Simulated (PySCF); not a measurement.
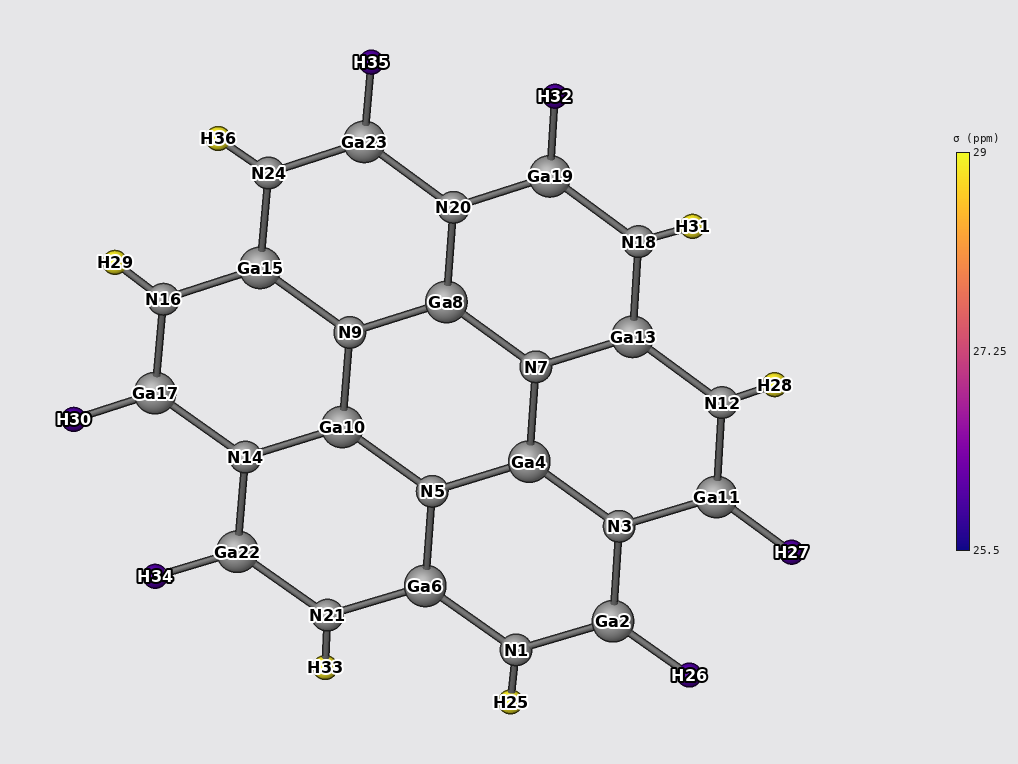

Atoms are coloured by their isotropic NMR shieldings (H only, the others grey). The geometry was computed by an optimisation with GFN2-xTB. No frequency run is at hand to confirm it as a minimum. Level of theory: GIAO KT3/pcSseg-1 NMR shielding, non-relativistic, gas phase (PySCF 2.14.0).

Give the isotropic NMR shieldings of the H atoms atom by atom.

```tsv
atom	σ (ppm)
H25	28.87
H26	26.00
H27	26.00
H28	28.86
H29	28.87
H30	26.00
H31	28.86
H32	26.00
H33	28.86
H34	26.00
H35	26.00
H36	28.87
```

The geometry is semi-empirical. Around Ga such bond lengths and angles can be off by a tenth of an ångström or more and by several degrees, and values that hang on the shape move with them.
